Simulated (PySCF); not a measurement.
**C5H8F3N: a tour of settings**

Which settings matter for C5H8F3N (`[H]/N=C(\C)CCC(F)(F)F`), and how do bad ones show?

Computed with PySCF 2.14.0, with density-fitted response routines of our own, on a single molecule in the gas phase. Atoms are numbered from 0 throughout.

## Step 1: Starting geometry

17 atoms, charge 0, multiplicity 1; geometry from: GFN2-xTB.

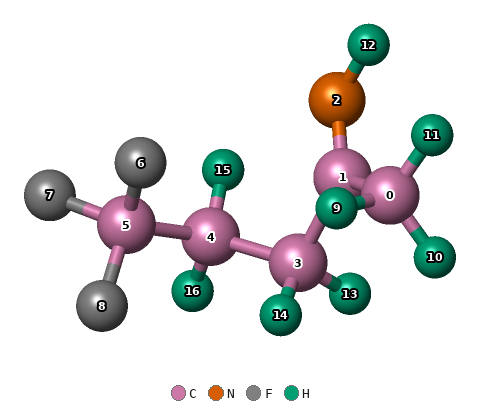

As it starts; carbon pink, nitrogen orange, fluorine grey, hydrogen teal, atoms numbered.

## Step 2: NMR shieldings: PBE0/pcSseg-1

The job: settings as JSON, then the geometry in Å.

```
{"job": {"kind": "nmr", "xc": "PBE0", "basis": "pcSseg-1"}, "charge": 0, "multiplicity": 1}
C     -1.980902     1.106153    -0.006144
C     -1.118563    -0.117489     0.100736
N     -1.231742    -1.047742     0.937939
C     -0.014295    -0.219074    -0.926830
C      1.214950    -0.937171    -0.367956
C      2.049386     0.007070     0.470154
F      1.361573     0.603129     1.453388
F      3.087793    -0.614244     1.050401
F      2.575427     1.005453    -0.267199
H     -1.404664     1.972842     0.316915
H     -2.285885     1.268262    -1.038205
H     -2.864472     1.022612     0.623344
H     -1.993862    -0.947493     1.602958
H     -0.401304    -0.790638    -1.773732
H      0.255236     0.774549    -1.289302
H      0.886693    -1.760805     0.267937
H      1.857632    -1.313383    -1.164314
```

Level: GIAO PBE0/pcSseg-1 NMR shielding, non-relativistic, gas phase.

Run with:

```sh
$ OMP_NUM_THREADS=1 python probes_run.py task.json out
```

The driver reads the jobs from task.json and runs them one after another.

What it wrote:

```text
coarse grid: 14712 points
cycle   1  E = -548.7765167058  dE =  1.272e+00  |g| = 9.447e-01  |ddm| = 3.577e+00
cycle   2  E = -548.6191110790  dE =  1.574e-01  |g| = 1.389e+00  |ddm| = 1.488e+00
cycle   3  E = -548.9343194754  dE = -3.152e-01  |g| = 1.302e-01  |ddm| = 9.459e-01
cycle   4  E = -548.9372983368  dE = -2.979e-03  |g| = 6.893e-02  |ddm| = 1.467e-01
cycle   5  E = -548.9382764354  dE = -9.781e-04  |g| = 1.941e-02  |ddm| = 7.149e-02
cycle   6  E = -548.9383495964  dE = -7.316e-05  |g| = 2.807e-03  |ddm| = 1.620e-02
cycle   7  E = -548.9383511499  dE = -1.554e-06  |g| = 5.152e-04  |ddm| = 2.567e-03
final grid: 144824 points
cycle   8  E = -549.0099486732  dE = -5.834e-05  |g| = 8.946e-03  |ddm| = 2.899e-02
cycle   9  E = -549.0099410915  dE =  7.582e-06  |g| = 1.132e-02  |ddm| = 1.588e-02
cycle  10  E = -549.0099664813  dE = -2.539e-05  |g| = 1.061e-03  |ddm| = 8.548e-03
cycle  11  E = -549.0099666703  dE = -1.890e-07  |g| = 3.767e-04  |ddm| = 9.559e-04
cycle  12  E = -549.0099666942  dE = -2.390e-08  |g| = 1.732e-04  |ddm| = 4.084e-04
cycle  13  E = -549.0099667000  dE = -5.836e-09  |g| = 3.671e-05  |ddm| = 1.483e-04
cycle  14  E = -549.0099667003  dE = -2.601e-10  |g| = 6.233e-06  |ddm| = 3.915e-05
converged SCF energy = -549.0099667003

GIAO shielding tensors (ppm)
atom      isotropic    diamagn.    paramagn.     s11        s22        s33       span
  0 C      154.585     250.123     -95.538    128.625    145.464    189.665     61.040
  1 C        5.807     254.054    -248.247   -110.290     -7.416    135.128    245.417
  2 N      -75.669     323.333    -399.003   -386.612    -59.106    218.710    605.322
  3 C      152.649     251.650     -99.001    140.593    143.447    173.907     33.314
  4 C      152.608     251.251     -98.643    140.341    145.576    171.907     31.566
  5 C       50.347     241.546    -191.199     45.109     47.568     58.364     13.255
  6 F      257.165     478.263    -221.098    175.727    265.032    330.738    155.011
  7 F      251.455     469.475    -218.020    160.603    251.684    342.079    181.476
  8 F      257.248     474.448    -217.199    164.334    255.590    351.821    187.487
  9 H       29.437      30.335      -0.898     25.991     29.127     33.193      7.202
 10 H       29.594      29.334       0.260     25.753     28.961     34.066      8.314
 11 H       30.024      29.603       0.421     26.390     28.186     35.496      9.106
 12 H       21.110      32.745     -11.635     13.152     24.802     25.375     12.223
 13 H       29.468      31.090      -1.622     25.189     27.875     35.341     10.152
 14 H       29.403      33.193      -3.790     25.511     30.047     32.650      7.139
 15 H       27.882      30.655      -2.773     23.823     27.128     32.694      8.871
 16 H       29.771      29.171       0.600     25.429     28.549     35.335      9.906
```

It took 56 s on 1 thread of Arm Neoverse N1, shared host; peak memory 0.84 GiB.

Shifts follow as δ = σ(reference) − σ, with reference shieldings (ppm) from runs at the same level and on the same kind of geometry: ¹H TMS 31.72, ¹³C TMS 186.9, ¹⁹F CFCl3 170.9, ¹⁵N NH3 267.7. The references are single molecules in the gas phase, so shifts against H2O, NH3, PH3, H3PO4 or CFCl3 are not on the usual liquid scales and can be off by tens of ppm. Atoms listed in one row are averaged.

| atoms | environment | σ (ppm) | δ (ppm) |
| --- | --- | --- | --- |
| C1 | carbon bonded to 2 C, N | 5.8 | 181.1 |
| C5 | carbon bonded to C, 3 F | 50.3 | 136.6 |
| C4 | carbon bonded to 2 C, 2 H | 152.6 | 34.3 |
| C3 | carbon bonded to 2 C, 2 H | 152.6 | 34.3 |
| C0 | carbon bonded to C, 3 H | 154.6 | 32.3 |
| H12 | hydrogen on a nitrogen bonded to C | 21.11 | 10.61 |
| H15, H16 | hydrogen on a carbon bonded to 2 C | 28.83 | 2.89 |
| H13, H14 | hydrogen on a carbon bonded to 2 C | 29.44 | 2.28 |
| H9, H10, H11 | hydrogen on a carbon bonded to C | 29.68 | 2.03 |
| N2 | nitrogen bonded to C, H | -75.7 | 343.4 |
| F6, F7, F8 | fluorine bonded to C | 255.3 | -84.3 |

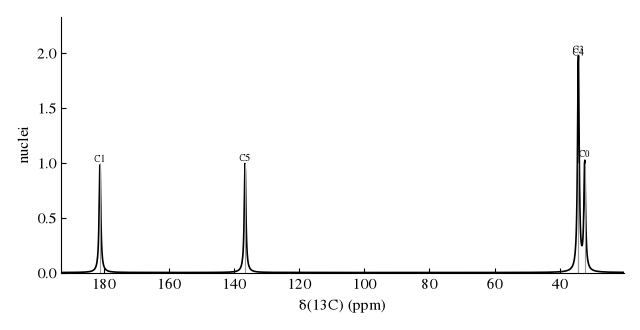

¹³C lines at the computed shifts, without couplings. Lines are broadened to a width of 0.60 ppm (Lorentzian).

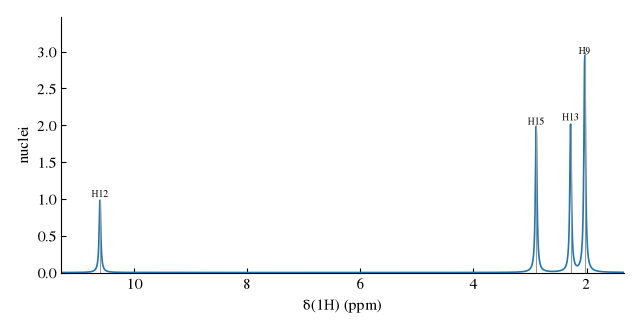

¹H lines at the computed shifts, without couplings. Lines are broadened to a width of 0.03 ppm (Lorentzian).

Charges from the same density, by scheme (e):

| atoms | Mulliken | IAO | Hirshfeld | ESP fit |
| --- | --- | --- | --- | --- |
| C0 | -0.19 | -0.46 | -0.12 | -0.55 |
| C1 | -0.10 | 0.20 | 0.10 | 0.58 |
| N2 | -0.34 | -0.46 | -0.23 | -0.74 |
| C3 | -0.20 | -0.29 | -0.07 | -0.24 |
| C4 | -0.28 | -0.31 | -0.09 | -0.14 |
| C5 | 0.78 | 0.81 | 0.26 | 0.53 |
| F6, F7, F8 | -0.27 | -0.29 | -0.10 | -0.20 |

IAO charges:

C0 -0.46; C1 0.20; N2 -0.46; C3 -0.29; C4 -0.31; C5 0.81; F6 -0.29; F7 -0.29; F8 -0.30; H9 0.17; H10 0.16; H11 0.15; H12 0.25; H13 0.16; H14 0.14; H15 0.19; H16 0.16

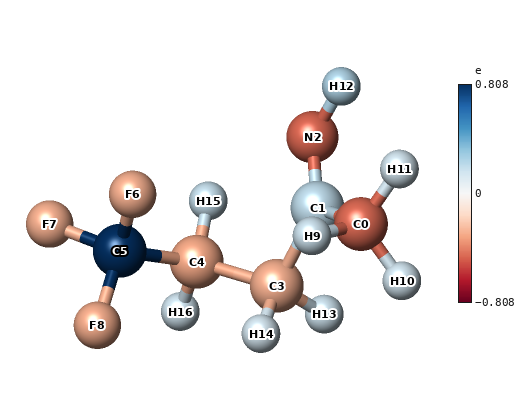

IAO charges, as colours on the atoms.

Mayer bond orders: C0–C1 1.01, C1–N2 2.08, C1–C3 0.94, C3–C4 1.04, C4–C5 1.03, C5–F6 1.00, C5–F7 1.00, C5–F8 0.98.

## Step 3: Ultraviolet spectrum: PBE0/def2-SVPD

Same as in step 2 but for these lines:

```diff
@@ -1,2 +1,2 @@
-{"job": {"kind": "nmr", "xc": "PBE0", "basis": "pcSseg-1"}, "charge": 0, "multiplicity": 1}
+{"job": {"kind": "uv", "xc": "PBE0", "basis": "def2-SVPD", "nstates": 6, "ntriplets": 2}, "charge": 0, "multiplicity": 1}
 C     -1.980902     1.106153    -0.006144
```

Level: TDDFT PBE0/def2-SVPD, vertical, gas phase, core orbitals frozen in the response.

What it wrote:

```text
coarse grid: 14712 points
cycle   1  E = -548.4611975573  dE =  1.202e+00  |g| = 8.935e-01  |ddm| = 5.856e+00
cycle   2  E = -548.3123636798  dE =  1.488e-01  |g| = 1.307e+00  |ddm| = 3.119e+00
cycle   3  E = -548.6099397862  dE = -2.976e-01  |g| = 1.320e-01  |ddm| = 2.227e+00
cycle   4  E = -548.6132520019  dE = -3.312e-03  |g| = 6.183e-02  |ddm| = 3.286e-01
cycle   5  E = -548.6140443394  dE = -7.923e-04  |g| = 1.820e-02  |ddm| = 1.555e-01
cycle   6  E = -548.6141112196  dE = -6.688e-05  |g| = 2.728e-03  |ddm| = 3.209e-02
cycle   7  E = -548.6141127767  dE = -1.557e-06  |g| = 5.217e-04  |ddm| = 5.790e-03
final grid: 144824 points
cycle   8  E = -548.6862779272  dE = -5.302e-05  |g| = 9.017e-03  |ddm| = 1.431e-01
cycle   9  E = -548.6862687193  dE =  9.208e-06  |g| = 1.157e-02  |ddm| = 3.902e-02
cycle  10  E = -548.6862961922  dE = -2.747e-05  |g| = 1.066e-03  |ddm| = 1.865e-02
cycle  11  E = -548.6862964054  dE = -2.133e-07  |g| = 3.775e-04  |ddm| = 2.062e-03
cycle  12  E = -548.6862964323  dE = -2.688e-08  |g| = 1.607e-04  |ddm| = 9.675e-04
cycle  13  E = -548.6862964375  dE = -5.146e-09  |g| = 3.504e-05  |ddm| = 4.025e-04
cycle  14  E = -548.6862964377  dE = -2.444e-10  |g| = 6.947e-06  |ddm| = 7.192e-05
converged SCF energy = -548.6862964377

Static polarisability (au): isotropic 69.642, principal 60.497 71.791 76.636

Singlet excitations
state   eV       nm        f      main configurations
  1   5.4310    228.3   0.00246   H->L 0.98
  2   6.9897    177.4   0.03795   H->L+1 0.95
  3   7.8239    158.5   0.05086   H->L+2 0.67, H-1->L 0.25
  4   7.9152    156.6   0.03065   H->L+3 0.43, H-1->L 0.28, H->L+4 0.10
  5   8.1290    152.5   0.02930   H-1->L+1 0.52, H->L+3 0.18, H->L+2 0.13
  6   8.2360    150.5   0.06029   H-1->L+1 0.41, H-1->L 0.21, H->L+3 0.15

Triplet excitations (Tamm-Dancoff, eV): 4.6365 5.1726
```

Wall time 1.7 min (1 thread of Arm Neoverse N1, shared host); peak memory 1 GiB.

Frontier orbitals and where they lie:

| orbital | eV | atoms |
| --- | --- | --- |
| HOMO−3 | -10.51 | C4 21 %, C3 12 %, F8 12 % |
| HOMO−2 | -10.33 | C4 17 %, C3 15 %, C1 15 % |
| HOMO−1 | -8.83 | N2 45 %, C1 25 %, C3 6 % |
| HOMO | -7.61 | N2 59 %, C1 11 %, C0 8 % |
| LUMO | -0.19 | C1 35 %, N2 31 %, C3 7 % |
| LUMO+1 | 0.51 | C0 23 %, C3 9 %, C1 8 % |
| LUMO+2 | 1.25 | H16 17 %, C4 15 %, C0 9 % |

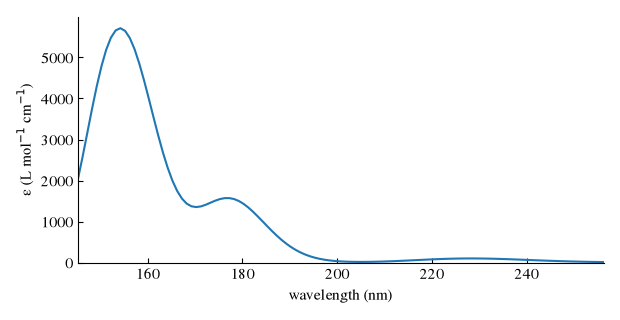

Absorption spectrum: each of the 6 states is a Gaussian band of 0.4 eV half-width at 1/e. Beyond the last state computed it falls off for lack of states.

Further results of this job:

| property | computed |
| --- | --- |
| dipole moment (D) | 3.31 |
| polarisability (Å³) | 10.32 |
| HOMO–LUMO gap (eV) | 7.42 |
| −ε(HOMO) (eV) | 7.61 |

## Step 4: Excited states and response: OPBE/pcSseg-1

Same as in step 3 but for these lines:

```diff
@@ -1,2 +1,2 @@
-{"job": {"kind": "uv", "xc": "PBE0", "basis": "def2-SVPD", "nstates": 6, "ntriplets": 2}, "charge": 0, "multiplicity": 1}
+{"job": {"kind": "uv", "xc": "OPBE", "basis": "pcSseg-1", "nstates": 6, "ntriplets": 2, "tda": true, "grid": 3}, "charge": 0, "multiplicity": 1}
 C     -1.980902     1.106153    -0.006144
```

Method: TDA OPBE/pcSseg-1, vertical, gas phase, core orbitals frozen in the response.

What it wrote:

```text
coarse grid: 14712 points
cycle   1  E = -549.0722870232  dE =  1.075e+00  |g| = 1.004e+00  |ddm| = 3.635e+00
cycle   2  E = -548.6862290537  dE =  3.861e-01  |g| = 1.800e+00  |ddm| = 2.016e+00
cycle   3  E = -549.2394222376  dE = -5.532e-01  |g| = 2.601e-01  |ddm| = 1.434e+00
cycle   4  E = -549.2538504701  dE = -1.443e-02  |g| = 1.051e-01  |ddm| = 2.917e-01
cycle   5  E = -549.2560101268  dE = -2.160e-03  |g| = 4.048e-02  |ddm| = 1.124e-01
cycle   6  E = -549.2563481928  dE = -3.381e-04  |g| = 6.330e-03  |ddm| = 3.325e-02
cycle   7  E = -549.2563564832  dE = -8.290e-06  |g| = 1.775e-03  |ddm| = 6.832e-03
final grid: 205744 points
cycle   8  E = -549.3166871952  dE = -2.585e-04  |g| = 2.241e-02  |ddm| = 6.073e-02
cycle   9  E = -549.3166098058  dE =  7.739e-05  |g| = 3.140e-02  |ddm| = 3.358e-02
cycle  10  E = -549.3167566956  dE = -1.469e-04  |g| = 4.348e-03  |ddm| = 2.003e-02
cycle  11  E = -549.3167602555  dE = -3.560e-06  |g| = 1.393e-03  |ddm| = 3.942e-03
cycle  12  E = -549.3167606148  dE = -3.593e-07  |g| = 5.908e-04  |ddm| = 1.642e-03
cycle  13  E = -549.3167606935  dE = -7.872e-08  |g| = 1.054e-04  |ddm| = 5.533e-04
cycle  14  E = -549.3167606958  dE = -2.253e-09  |g| = 2.796e-05  |ddm| = 1.134e-04
cycle  15  E = -549.3167606960  dE = -1.678e-10  |g| = 8.004e-06  |ddm| = 3.441e-05
converged SCF energy = -549.3167606960

Static polarisability (au): isotropic 61.750, principal 50.827 64.736 69.687

Singlet excitations
state   eV       nm        f      main configurations
  1   5.4023    229.5   0.00408   H->L 0.99
  2   6.7095    184.8   0.03297   H->L+1 0.99
  3   7.3430    168.8   0.01860   H->L+2 0.91
  4   7.5346    164.6   0.00988   H-2->L 0.47, H-1->L 0.24, H-3->L 0.12
  5   7.8040    158.9   0.03809   H->L+3 0.81, H-2->L 0.14
  6   7.8413    158.1   0.00039   H-3->L 0.77, H-2->L 0.20

Triplet excitations (Tamm-Dancoff, eV): 4.5398 5.3245
```

Wall time 73 s (1 thread of Arm Neoverse N1, shared host); peak memory 0.74 GiB.

This run: HOMO -5.95 eV, LUMO -1.00 eV; lowest singlet 5.40 eV.

## Step 5: Shielding tensors: B3LPY/6-31++G**

Same as in step 4 but for these lines:

```diff
@@ -1,2 +1,2 @@
-{"job": {"kind": "uv", "xc": "OPBE", "basis": "pcSseg-1", "nstates": 6, "ntriplets": 2, "tda": true, "grid": 3}, "charge": 0, "multiplicity": 1}
+{"job": {"kind": "nmr", "xc": "B3LPY", "basis": "6-31++G**", "pop": false, "scf": {"conv": 0.01, "guess": "1e", "max_cycle": 81}}, "charge": 0, "multiplicity": 1}
 C     -1.980902     1.106153    -0.006144
```

With the program's defaults for keys left out, this is: B3LPY/6-31++G**.

What it wrote:

```text
KeyError: "LibXCFunctional: name 'B3LPY' not found."
```

Run time: 0.47 s. Hardware: 1 thread of Arm Neoverse N1, shared host; peak memory 0.34 GiB.

Why it failed: No functional is called B3LPY: the name is misspelt. The remedy is to type the name correctly.

## Step 6: Nuclear shieldings: OLYP/pcSseg-1

Same as in step 5 but for these lines:

```diff
@@ -1,2 +1,2 @@
-{"job": {"kind": "nmr", "xc": "B3LPY", "basis": "6-31++G**", "pop": false, "scf": {"conv": 0.01, "guess": "1e", "max_cycle": 81}}, "charge": 0, "multiplicity": 1}
+{"job": {"kind": "nmr", "xc": "OLYP", "basis": "pcSseg-1", "pop": true, "scf": {"damp": 0.3, "conv": 1e-06}}, "charge": 0, "multiplicity": 1}
 C     -1.980902     1.106153    -0.006144
```

With the program's defaults for keys left out, this is: GIAO OLYP/pcSseg-1 NMR shielding, non-relativistic, gas phase.

What it wrote:

```text
damping 0.30 in the first 6 cycles
final grid: 144824 points
cycle   1  E = -549.2119316526  dE =  1.085e+00  |g| = 1.036e+00  |ddm| = 3.638e+00
cycle   2  E = -549.2415400278  dE = -2.961e-02  |g| = 9.759e-01  |ddm| = 1.412e+00
cycle   3  E = -549.2129006271  dE =  2.864e-02  |g| = 1.021e+00  |ddm| = 1.345e+00
cycle   4  E = -549.0560440290  dE =  1.569e-01  |g| = 1.282e+00  |ddm| = 1.885e+00
cycle   5  E = -548.8671193606  dE =  1.889e-01  |g| = 1.594e+00  |ddm| = 2.348e+00
cycle   6  E = -545.0993054055  dE =  3.768e+00  |g| = 3.249e+00  |ddm| = 1.078e+01
cycle   7  E = -519.7656925004  dE =  2.533e+01  |g| = 9.788e+00  |ddm| = 2.218e+01
cycle   8  E = -547.0878399613  dE = -2.732e+01  |g| = 3.418e+00  |ddm| = 1.934e+01
cycle   9  E = -548.6785762478  dE = -1.591e+00  |g| = 1.609e+00  |ddm| = 1.607e+00
cycle  10  E = -549.2578362118  dE = -5.793e-01  |g| = 8.477e-01  |ddm| = 1.991e+00
cycle  11  E = -549.3956671388  dE = -1.378e-01  |g| = 2.628e-01  |ddm| = 6.706e-01
cycle  12  E = -549.4060604783  dE = -1.039e-02  |g| = 1.216e-01  |ddm| = 3.070e-01
cycle  13  E = -549.4083476655  dE = -2.287e-03  |g| = 5.129e-02  |ddm| = 1.517e-01
cycle  14  E = -549.4088891786  dE = -5.415e-04  |g| = 1.058e-02  |ddm| = 4.081e-02
cycle  15  E = -549.4089136789  dE = -2.450e-05  |g| = 3.402e-03  |ddm| = 1.602e-02
cycle  16  E = -549.4089165289  dE = -2.850e-06  |g| = 4.580e-04  |ddm| = 3.997e-03
cycle  17  E = -549.4089165776  dE = -4.874e-08  |g| = 1.582e-04  |ddm| = 5.753e-04
converged SCF energy = -549.4089165776

GIAO shielding tensors (ppm)
atom      isotropic    diamagn.    paramagn.     s11        s22        s33       span
  0 C      151.406     249.728     -98.323    123.638    143.897    186.681     63.042
  1 C       10.070     254.079    -244.010    -96.659     -3.404    130.272    226.930
  2 N      -63.910     322.052    -385.962   -358.565    -43.973    210.807    569.373
  3 C      148.283     251.022    -102.738    136.233    139.753    168.863     32.630
  4 C      148.675     250.991    -102.316    136.052    141.998    167.974     31.921
  5 C       46.571     242.487    -195.916     42.761     45.444     51.506      8.745
  6 F      248.321     479.191    -230.870    170.396    253.274    321.293    150.898
  7 F      241.593     469.533    -227.941    154.250    239.320    331.208    176.958
  8 F      248.184     474.891    -226.707    157.460    244.240    342.853    185.393
  9 H       29.419      30.773      -1.353     26.174     29.185     32.899      6.725
 10 H       29.565      29.536       0.029     25.896     29.046     33.753      7.857
 11 H       30.168      29.785       0.383     26.928     28.395     35.182      8.254
 12 H       21.245      33.080     -11.836     13.188     24.723     25.823     12.635
 13 H       29.473      31.088      -1.615     25.350     28.130     34.939      9.588
 14 H       29.365      33.457      -4.092     25.785     29.975     32.334      6.549
 15 H       27.915      31.056      -3.142     24.096     27.301     32.347      8.251
 16 H       29.851      29.331       0.519     25.757     28.892     34.903      9.146
```

Wall time 91 s (1 thread of Arm Neoverse N1, shared host); peak memory 0.74 GiB.

In short: δ C1 173.2, C5 136.7, C3 35.0, C4 34.6, H12 10.50, H15 2.86 ppm (means over like atoms).

## Step 7: Run by run: NMR shifts

Shifts (ppm) of some atoms, chosen among heavy atoms and hydrogens apart, means over like atoms, with basis size and wall time:

| run | C1 | C3 | C0 | H12 | H13 | N2 | F6 | functions | time |
| --- | --- | --- | --- | --- | --- | --- | --- | --- | --- |
| PBE0/pcSseg-1 | 181.1 | 34.3 | 32.3 | 10.61 | 2.28 | 343.4 | -84.3 | 193 | 56 s |
| OLYP/pcSseg-1 | 173.2 | 35.0 | 31.9 | 10.50 | 2.32 | 330.9 | -98.1 | 193 | 91 s |

## Step 8: Comparing the runs: electronic excitations

Excitations and ground-state properties, with basis size and wall time:

| run | lowest singlet (eV) | brightest (eV) | f | gap (eV) | α (Å³) | μ (D) | functions | time |
| --- | --- | --- | --- | --- | --- | --- | --- | --- |
| PBE0/def2-SVPD | 5.43 | 8.24 | 0.060 | 7.42 | 10.32 | 3.31 | 253 | 1.7 min |
| OPBE/pcSseg-1 | 5.40 | 7.80 | 0.038 | 4.96 | 9.15 | 2.97 | 193 | 73 s |

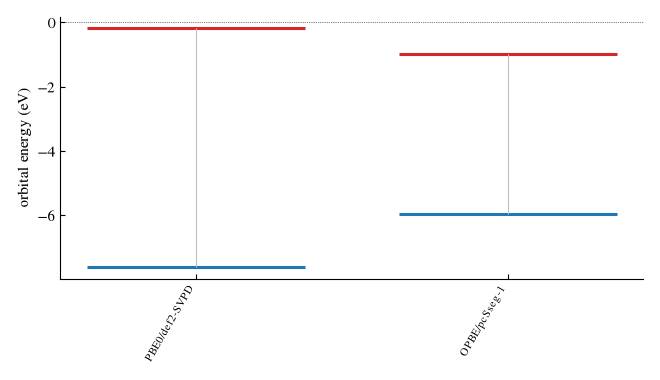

HOMO (blue) and LUMO (red) run by run.

## Step 9: Outcome

| quantity | value |
| --- | --- |
| ¹³C shifts against TMS (PBE0/pcSseg-1) | 181.1, 136.6, 34.3, 34.3, 32.3 ppm |
| ¹H shifts against TMS (PBE0/pcSseg-1, means over atoms taken as alike) | 10.61, 2.89, 2.28, 2.03 ppm |
| ¹⁵N shifts against NH3 (PBE0/pcSseg-1) | 343.4 ppm |
| ¹⁹F shifts against CFCl3 (PBE0/pcSseg-1, means over atoms taken as alike) | -84.3 ppm |
| lowest singlet (PBE0/def2-SVPD) | 5.43 eV (228 nm), f = 0.002 |
| brightest single state of those computed | state 6, 8.24 eV, f = 0.060 |
| lowest triplet | 4.64 eV |
| range of the shift of F6 | -98.1 to -84.3 ppm |
| range of the lowest singlet | 5.40 to 5.43 eV |
| property runs in this session | 5, of which 1 failed and 0 gave unsound results |

Single values in the summary come from the first run of each kind that ended normally (PBE0/pcSseg-1; PBE0/def2-SVPD), which need not be the best level. At PBE0/pcSseg-1: The widest tensor belongs to N2: span 605 ppm, with a paramagnetic part of -399 ppm. The lowest singlet, at 5.43 eV, is HOMO→LUMO 0.98 and is weak; of the 6 states computed, the strongest absorption comes from state 6 at 8.24 eV (the last computed, so partners may be missing). The lowest triplet lies 0.79 eV below the lowest singlet (triplets in Tamm-Dancoff, singlets in full TDDFT). States above −ε(HOMO) lie where TDDFT describes them poorly and they hang on the basis; the brightest is among them. In ppm, F6 (with its like atoms) moves most: its shift spreads over 13.8 ppm, from -98.1 (OLYP/pcSseg-1) to -84.3 (PBE0/pcSseg-1). The lowest singlet runs from 5.40 eV (OPBE/pcSseg-1) to 5.43 eV (PBE0/def2-SVPD), while the orbital gap spans 4.96 to 7.42 eV. The lowest state need not be the same one in every run.
